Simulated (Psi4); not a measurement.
**A workflow on SiH3O (SMILES [O][SiH3])**

We compute a structure relaxation (UBP86/aug-cc-pVDZ), then the harmonic vibrations of SiH3O. 

Program for the calculation: Psi4 1.11.

## (1) The molecule

SiH3O: 5 atoms, total charge 0, spin state doublet. As SMILES, `[O][SiH3]`. Geometry: relaxed at GFN2-xTB. The run starts from this shape.

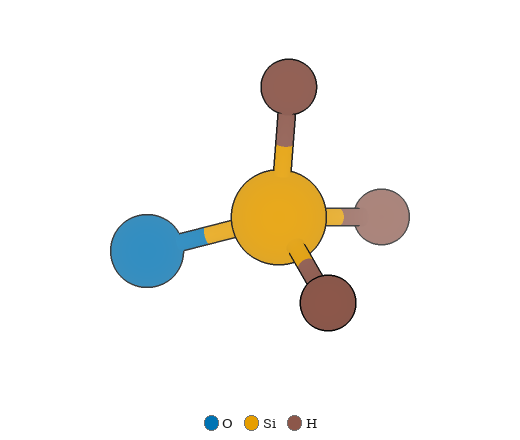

Viewed from a chosen angle; oxygen blue, silicon amber, hydrogen brown.

## (2) A geometry optimisation at UBP86/aug-cc-pVDZ (density fitting) (run 1)

Contents of run.py:

```python
import psi4

psi4.set_memory(1600000000)
psi4.set_num_threads(1)
psi4.set_output_file('psi4.out', False)

mol = psi4.geometry("""
0 2
O
Si 1 1.5302
H 2 1.489553 1 115.31641
H 2 1.49436 3 104.5891 1 126.66222
H 2 1.495831 3 104.18118 4 107.30643
units angstrom
""")

psi4.set_options({
    'reference': 'uks',
    'geom_maxiter': 60,
})

e_tot = psi4.optimize('bp86/aug-cc-pVDZ')
print(f'bp86/aug-cc-pVDZ energy: {e_tot:.10f} Eh')
print(mol.to_string(dtype='xyz', units='Angstrom'))
```

On the command line:

```sh
$ python run.py
```

psi4.out:

```text
[...]
  Running in c1 symmetry.
[...]
  Nuclear repulsion =   59.280899925807915
[...]
  Multiplicity = 2
[...]
  Nalpha       = 13
  Nbeta        = 12
[...]
    Number of basis functions: 77
[...]
   @DF-UKS iter   1:  -366.15006748672124   -3.28306e-02   1.07437e-02 DIIS/ADIIS
[...]
   @DF-UKS iter   9:  -366.48961821274224   -1.11982e-11   5.89018e-09 DIIS
[...]
   @S^2 Observed:                7.534116767E-01
[...]
  @DF-UKS Final Energy:  -366.48961821274224
   => Energetics <=
    Nuclear Repulsion Energy =             55.1415028124052142
    One-Electron Energy =                -615.7301867964940811
    Two-Electron Energy =                 224.6317463276094486
    DFT Exchange-Correlation Energy =     -30.5326805562627719
    Empirical Dispersion Energy =           0.0000000000000000
    VV10 Nonlocal Energy =                  0.0000000000000000
    Total Energy =                       -366.4896182127422435
[...]
 Multipole Moments:
 ------------------------------------------------------------------------------------
     Multipole            Electronic (a.u.)      Nuclear  (a.u.)        Total (a.u.)
 ------------------------------------------------------------------------------------
 L = 1.  Multiply by 2.5417464519 to convert [e a0] to [Debye]
 Dipole X            :         -0.2315291            0.2344434            0.0029143
 Dipole Y            :         -0.1112941            0.1127892            0.0014951
 Dipole Z            :         -2.1068222            2.8992223            0.7924000
 Magnitude           :                                                    0.7924068
[...]
  -Total Gradient:
     Atom            X                  Y                   Z
    ------   -----------------  -----------------  -----------------
       1        0.000002887584    -0.000021079596    -0.000025977894
       2        0.000050488504     0.000067504818     0.000055377568
       3       -0.000017956092    -0.000007567638    -0.000009440049
       4        0.000001147912    -0.000022516396     0.000008843198
       5       -0.000017995788    -0.000007476333     0.000015187242
[...]
    Final optimized geometry and variables:
    Molecular point group: c1
    Full point group: C1
    Geometry (in Angstrom), charge = 0, multiplicity = 2:
    O
    SI            1    1.696798
    H             2    1.507640      1  113.413477
    H             2    1.507572      3  111.293926      1  129.389667
    H             2    1.523607      3  109.297888      4  120.815580
[...]
```

Standard output:

```text
Optimizer: Optimization complete!
bp86/aug-cc-pVDZ energy: -366.4896182127 Eh
5
0 2 H3OSi
O                    -0.005735536505    -0.002759328644    -1.150307492636
Si                   -0.005735536505    -0.002759328644     0.546490775125
H                    -0.005735536505    -1.386261809946     1.145572155165
H                    -1.091315990546     0.853841597904     1.146925738247
H                     1.347295460318     0.652810911758     0.793293552494
```

Run time: 47 s. Hardware: 1 thread of Intel Xeon 6975P-C (Granite Rapids), shared host; peak memory 0.55 GiB.

The path in brief:

```
step  energy from the first frame kept (eV)  largest force (eV/Å)
   0                                 0.0000                6.1158
   1                                -0.4055                2.7292
   2                                -0.4955                1.2300
   3                                -0.5240                0.5734
   4                                -0.5402                0.2484
   5                                -0.5498                0.1386
   6                                -0.5515                0.1008
   7                                -0.5519                0.0417
   8                                -0.5521                0.0281
   9                                -0.5521                0.0114
  10                                -0.5521                0.0052
```

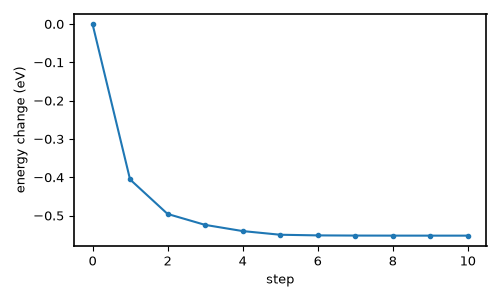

Energy along the run.

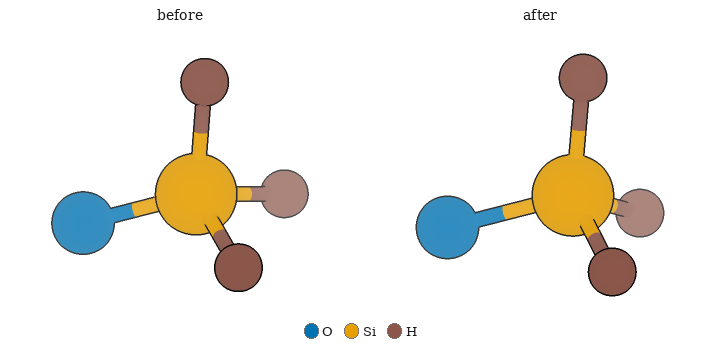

Before and after, at one scale.

After the run. Bond lengths: O1–Si2 1.697 Å, Si2–H3 1.508 Å, Si2–H4 1.508 Å, Si2–H5 1.524 Å. Angles: O1–Si2–H3 113.4°, O1–Si2–H4 113.5°, O1–Si2–H5 99.3°, H3–Si2–H4 111.3°, H3–Si2–H5 109.3°, H4–Si2–H5 109.3°.

## (3) Vibrational wavenumbers at UBP86/aug-cc-pVDZ (density fitting) (run 2)

Contents of calc.inp:

```
memory 1600 mb

molecule {
  0 2
  O     -1.506830     0.279466     0.733979
  Si    -0.009008    -0.008852    -0.009343
  H     -0.114202    -0.256559    -1.492769
  H      0.800937    -1.084185     0.669199
  H      0.649670     1.344049     0.229777
  units angstrom
}

set {
  basis                      aug-cc-pVDZ
  reference                  uks
  t                          298.15
  rotational_symmetry_number 1
}

frequencies("bp86")
print_variables()
```

On the command line:

```sh
$ psi4 -i calc.inp -o calc.out -n 1
```

calc.out, cut to the lines that bear on the results:

```text
[...]
  Running in c1 symmetry.
[...]
  Nuclear repulsion =   55.141497821142217
[...]
  Multiplicity = 2
[...]
  Nalpha       = 13
  Nbeta        = 12
[...]
    Number of basis functions: 77
[...]
   @DF-UKS iter   1:  -366.29221294540122   -3.07902e-01   8.34977e-03 DIIS/ADIIS
[...]
   @DF-UKS iter  14:  -366.48961778845705   -1.33582e-11   9.92006e-09 DIIS
[...]
   @S^2 Observed:                7.534111290E-01
[...]
  @DF-UKS Final Energy:  -366.48961778845705
   => Energetics <=
    Nuclear Repulsion Energy =             55.1393664925427629
    One-Electron Energy =                -615.7258961681890241
    Two-Electron Energy =                 224.6294626872881679
    DFT Exchange-Correlation Energy =     -30.5325508000989601
    Empirical Dispersion Energy =           0.0000000000000000
    VV10 Nonlocal Energy =                  0.0000000000000000
    Total Energy =                       -366.4896177884570534
[...]
 Multipole Moments:
[...]
  -Total Gradient:
     Atom            X                  Y                   Z
    ------   -----------------  -----------------  -----------------
       1       -0.000025071420    -0.000011797893    -0.000000749662
       2       -0.000000838749     0.000251810085    -0.000080940860
       3       -0.000020044104     0.000048071844    -0.000010430241
       4        0.000119358137    -0.000187604321     0.000144336448
       5       -0.000028873459    -0.000089337392    -0.000066727019
[...]
  ==> Harmonic Vibrational Analysis <==
[...]
  Freq [cm^-1]                 477.8156            512.6316            769.7452
[...]
  IR activ [km/mol]            29.1599              6.1350              8.7606
[...]
  Freq [cm^-1]                 804.8424            817.1700            931.7277
[...]
  IR activ [km/mol]            12.7184             23.4431             82.7563
[...]
  Freq [cm^-1]                2037.7687           2128.1449           2134.1988
[...]
  IR activ [km/mol]            22.7699             43.6951             67.3743
[...]
  Total E_0, Enthalpy at 0 [K]                                                         -366.46543764 [Eh]
[...]
  Total H, Enthalpy at  298.15 [K]                                                     -366.46091770 [Eh]
[...]
  Total G, Gibbs energy at  298.15 [K]                                                 -366.49011785 [Eh]
[...]
```

Standard output:

```text
Warning: used thermodynamics relations inappropriate for low-frequency modes: ['477.8156' '512.6316']
```

Run time: 2 min. Hardware: 1 thread of Intel Xeon 6975P-C (Granite Rapids), shared host; peak memory 0.52 GiB.

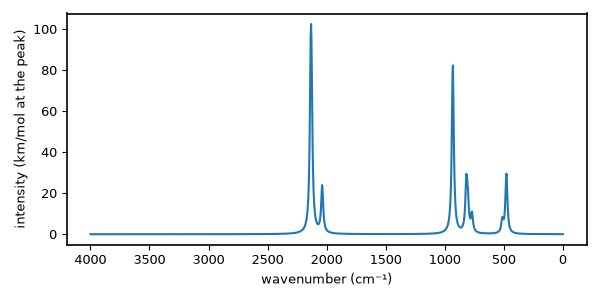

Harmonic infrared spectrum, unscaled, lines broadened by 10 cm⁻¹.

## (4) Results

```
                                                                           quantity             value
                                  run 1, UBP86/aug-cc-pVDZ: total energy at the end     -366.48962 Eh
                                            run 1, UBP86/aug-cc-pVDZ: dipole moment            2.01 D
                       run 1, UBP86/aug-cc-pVDZ: HOMO energy (highest over α and β)          -7.09 eV
                        run 1, UBP86/aug-cc-pVDZ: LUMO energy (lowest over α and β)          -6.41 eV
                                                     run 1, UBP86/aug-cc-pVDZ: ⟨S²⟩             0.753
                               run 2, UBP86/aug-cc-pVDZ: lowest harmonic wavenumber          478 cm⁻¹
                              run 2, UBP86/aug-cc-pVDZ: highest harmonic wavenumber         2134 cm⁻¹
                                        run 2, UBP86/aug-cc-pVDZ: zero-point energy       63.5 kJ/mol
run 2, UBP86/aug-cc-pVDZ: ideal-gas entropy at 298.15 K (symmetry number 1 as used)  61.5 cal/(mol K)
```

The optimisation (run 1, UBP86/aug-cc-pVDZ) took 11 steps and changed the energy by -0.552 eV. All 9 modes (run 2, UBP86/aug-cc-pVDZ) are real, so the shape is a minimum at this level.
